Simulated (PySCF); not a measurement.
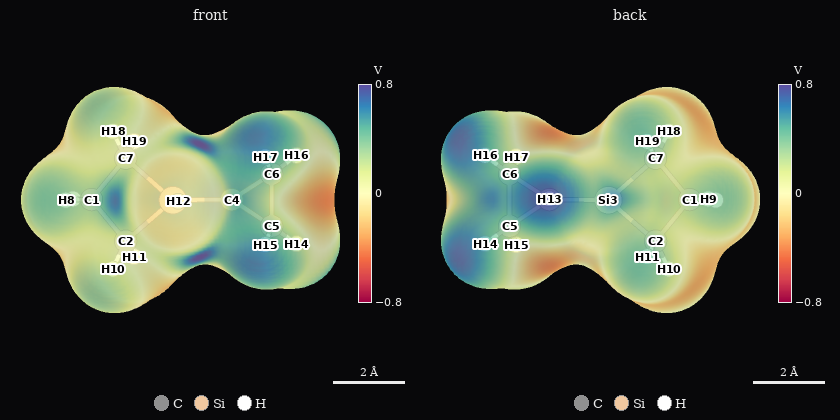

C6H12Si (SMILES C1C[SiH](C2CC2)C1). The molecular electrostatic potential painted on the density surface at 0.002 e/bohr³, seen from the front and from behind; the colour scale runs from red (negative) to blue (positive).

Geometry: GFN2-xTB.

These are results of PySCF, PBE0/pcSseg-1, SCF density, gas phase, non-relativistic, not measurements.

The calculation's input:

```
{"job": {"kind": "nmr", "xc": "PBE0", "basis": "pcSseg-1"}, "charge": 0, "multiplicity": 1}
C      2.599996     0.008028     0.068236
C      1.616679    -1.174371    -0.009641
Si     0.184687     0.023668    -0.417264
C     -1.358434    -0.028697     0.650750
C     -2.574892    -0.753527     0.147411
C     -2.577922     0.734959     0.216289
C      1.610237     1.187288     0.099065
H      3.217933     0.050476    -0.827027
H      3.261861    -0.030403     0.932605
H      1.891773    -1.923532    -0.746905
H      1.518050    -1.682076     0.947644
H     -0.175653     0.088241    -1.841253
H     -1.204072    -0.077320     1.722219
H     -3.175393    -1.303304     0.856655
H     -2.524829    -1.217309    -0.825734
H     -3.180865     1.214805     0.972959
H     -2.530266     1.286083    -0.710293
H      1.881957     2.002490    -0.565899
H      1.509352     1.603751     1.099259
```

Command:

```sh
OMP_NUM_THREADS=1 python probes_run.py task.json out
```

### Describe the electrostatic potential map.

The most negative region (about −0.4 V) lies over C4, C5 and C6, the most positive (about +0.8 V) over Si3, H13, H14 and H16.

### What dipole moment does the calculation give?

Its dipole moment is 0.76 D.
